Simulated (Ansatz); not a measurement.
# One shape, several levels: AlH3F− (SMILES [H][Al-]([H])([H])[F])

We compute a comparison of 6 runs (PBE0/STO-3G, SVWN5/STO-3G, r2SCAN/STO-3G, BCCD(T)/STO-3G, CCSDTQ/STO-3G, CCSD(T)/STO-3G) of AlH3F−. 

The calculation is run with Ansatz 0.2.0.

1 further run of the same task is left out (it didn't finish).

### Step 1. The structure to begin with

AlH3F− has 5 atoms, charge -1, and is taken as a singlet. As SMILES, `[H][Al-]([H])([H])[F]`. The H3–Al1 distance was set to 3.228 Å, away from the relaxed value. At this shape a bond of the SMILES string is far longer than usual.

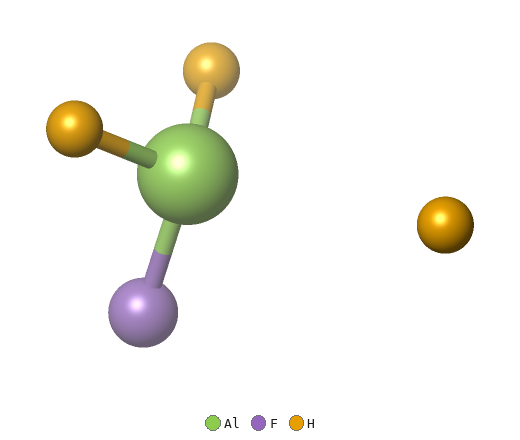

Viewed from a chosen angle; aluminium green, fluorine purple, hydrogen amber.

### Step 2. A single-point energy at PBE0/STO-3G (run 1)

in.yaml

```yaml
basis:
  gaussian: {orbitals: STO-3G}
crystal:
  periodic: [false, false, false]
  atoms:
    - {symbol: Al, position_ang: [-1.531003, -0.011070, 0.475234]}
    - {symbol: F, position_ang: [-1.518993, -0.030630, 2.170714]}
    - {symbol: H, position_ang: [1.529880, 0.011490, -0.550320]}
    - {symbol: H, position_ang: [-2.304993, 1.321340, -0.007056]}
    - {symbol: H, position_ang: [-2.296623, -1.336250, -0.037466]}
total_charge: -1
hamiltonian: {xc: pbe0}
accuracy: high
```

The run is started by

```sh
ansatz run in.yaml --threads 1 --pin off --max-ram 2610MiB --events-out events.jsonl --progress --plain --runs-dir runs
```

The program printed:

```text
Warning: RAYON_NUM_THREADS=1 ignored (pool sized by the plan → 1); use --threads N
Functional definition: PBE0
  name "PBE0"
  parameter a = 0.25
  parameter kappa = 0.804
  parameter beta = 0.06672455060314922
  exchange = (1 - a)*pbe_x(kappa = kappa, mu = beta*pi^2/3) + a*exact_x
  correlation = pbe_c(beta = beta)
288 factors; integrals over basis functions are off by at most 1.6e-8 eV
mean field evaluation 1: about -9223.4966 eV, gradient 3.3e1 eV
mean field evaluation 2: about -9206.0307 eV, gradient 3.0e1 eV
mean field evaluation 4: about -9229.1770 eV, gradient 7.2e0 eV
mean field evaluation 8: about -9229.8771 eV, gradient 1.7e0 eV
mean field evaluation 16: about -9229.8716 eV, gradient 4.3e-9 eV
mean field -9229.87160842 eV, -339.1915253777 hartree, gradient 1.5e-8 eV, S^2 0.000000; 0 other end points of the search recorded, 0 dependent functions left out
reference -9229.87160984 eV, -339.1915254299 hartree; 13, 13 occupied and 4, 4 virtual orbitals, 288 factors
Total energy: -9229.87160984 eV, -339.1915254299 hartree
```

Run time: 0.85 s. Hardware: 1 thread of Arm Neoverse V2, shared host; peak memory 0.091 GiB.

### Step 3. A single-point energy at SVWN5/STO-3G (run 2)

input.yaml

```yaml
crystal:
  periodic: [false, false, false]
  atoms:
    - {symbol: Al, position_ang: [-1.531003, -0.011070, 0.475234]}
    - {symbol: F, position_ang: [-1.518993, -0.030630, 2.170714]}
    - {symbol: H, position_ang: [1.529880, 0.011490, -0.550320]}
    - {symbol: H, position_ang: [-2.304993, 1.321340, -0.007056]}
    - {symbol: H, position_ang: [-2.296623, -1.336250, -0.037466]}
basis:
  gaussian:
    orbitals: STO-3G
total_charge: -1
hamiltonian:
  xc: {name: SVWN5}
accuracy: high
```

The run is started by

```sh
ansatz run input.yaml --threads 1 --pin off --max-ram 2610MiB --events-out events.jsonl --progress --plain --runs-dir runs
```

The program printed:

```text
Warning: RAYON_NUM_THREADS=1 ignored (pool sized by the plan → 1); use --threads N
Functional definition: SVWN5
  name "SVWN5"
  exchange = slater_x
  correlation = vwn5_c
288 factors; integrals over basis functions are off by at most 1.6e-8 eV
mean field evaluation 1: about -9160.0567 eV, gradient 8.8e1 eV
mean field evaluation 2: about -9149.0800 eV, gradient 4.5e1 eV
mean field evaluation 4: about -9183.5534 eV, gradient 2.6e1 eV
mean field evaluation 8: about -9168.4352 eV, gradient 2.8e1 eV
mean field evaluation 16: about -9186.9606 eV, gradient 1.0e-3 eV
mean field -9186.96060476 eV, -337.6145750794 hartree, gradient 9.9e-9 eV, S^2 0.000000; 0 other end points of the search recorded, 0 dependent functions left out
reference -9186.96060657 eV, -337.6145751461 hartree; 13, 13 occupied and 4, 4 virtual orbitals, 288 factors
Total energy: -9186.96060657 eV, -337.6145751461 hartree
```

Run time: 0.61 s. Hardware: 1 thread of Arm Neoverse V2, shared host.

Runs 3 to 5 aren't shown in full; the table further down has their settings and results.

### Step 4. The energy at CCSD(T)/STO-3G (run 6)

job.yaml

```yaml
crystal:
  periodic: [false, false, false]
  atoms:
    - {symbol: Al, position_ang: [-1.531003, -0.011070, 0.475234]}
    - {symbol: F, position_ang: [-1.518993, -0.030630, 2.170714]}
    - {symbol: H, position_ang: [1.529880, 0.011490, -0.550320]}
    - {symbol: H, position_ang: [-2.304993, 1.321340, -0.007056]}
    - {symbol: H, position_ang: [-2.296623, -1.336250, -0.037466]}
basis:
  gaussian:
    orbitals: STO-3G
accuracy: high
correlation:
  method: ccsd_t
  frozen_orbitals: {Al: 5, F: 1, H: 0}
scf:
  omitted_lower_state_checks: [cluster_reference, increment]
total_charge: -1
```

The run is started by

```sh
ansatz run job.yaml --threads 1 --pin off --max-ram 2610MiB --events-out events.jsonl --progress --plain --runs-dir runs
```

The program printed, cut to the lines that bear on the results:

```text
Warning: RAYON_NUM_THREADS=1 ignored (pool sized by the plan → 1); use --threads N
Functional definition: HF
  name "HF"
[...]
288 factors; integrals over basis functions are off by at most 1.6e-8 eV
[...]
mean field -9208.95929758 eV, -338.4230121293 hartree, gradient 2.1e-8 eV, S^2 0.000000; 0 other end points of the search recorded, 0 dependent functions left out; unrestricted orbitals would lower it
6 core orbitals not correlated: weight in the atoms' cores, before any rotation towards them, 1.000 or more for the frozen orbitals, at most 0.000 for the correlated occupied ones
reference -9208.95929758 eV, -338.4230121293 hartree; 7, 7 occupied and 4, 4 virtual orbitals, 288 factors
second order -1.78992628 eV of doubles, -0.00000000 eV of singles
cycle   1  -1.87150505 eV  change   -1.6e-1 eV  update   1.8e-1
[...]
cycle  26  -2.54866934 eV  change  -2.8e-12 eV  update  1.5e-10
perturbative correction -0.13146108 eV, -0.0048311056 hartree
WARN: these amplitudes may be one of several solutions (largest doubles amplitude 0.42, level shift 0.68 eV)
Total energy: -9211.63942800 eV, -338.5215051057 hartree
Checks for a lower state left out: cluster_reference, increment
```

Wall time 0.12 s (1 thread of Arm Neoverse V2, shared host).

### Step 5. All runs side by side

| run | level | frozen core orbitals | energy (Eh) | wall time |
| --- | --- | --- | --- | --- |
| 1 | PBE0/STO-3G | – | -339.191525 | 0.85 s |
| 2 | SVWN5/STO-3G | – | -337.614575 | 0.61 s |
| 3 | r2SCAN/STO-3G | – | -339.351630 | 1.8 s |
| 4 | BCCD(T)/STO-3G | 6 | -338.520224 | 0.14 s |
| 5 | CCSDTQ/STO-3G | 6 | -338.520338 | 2.5 s |
| 6 | CCSD(T)/STO-3G | 6 | -338.521505 | 0.12 s |

### Step 6. Summary of results

| quantity | value |
| --- | --- |
| run 6: total energy | -338.52151 Eh |
| run 6: correlation energy (6 core orbitals frozen) | -98.5 mEh |
| run 6: (T) correction | -4.83 mEh |
| run 6: T1 diagnostic | 0.080 |

In words: Totals of different functionals can't be ranked against each other. In run 6 the T1 diagnostic is large, so a single reference may not serve. In runs 4, 5, 6 the log says that unrestricted orbitals would lower the reference, so the values rest on an unstable closed-shell determinant (other closed-shell runs at this shape may share the fault). In runs 1, 2, 3, 4, 5, 6 the basis is minimal, so the values are rough. All runs together took 6 s, the longest 2.5 s.
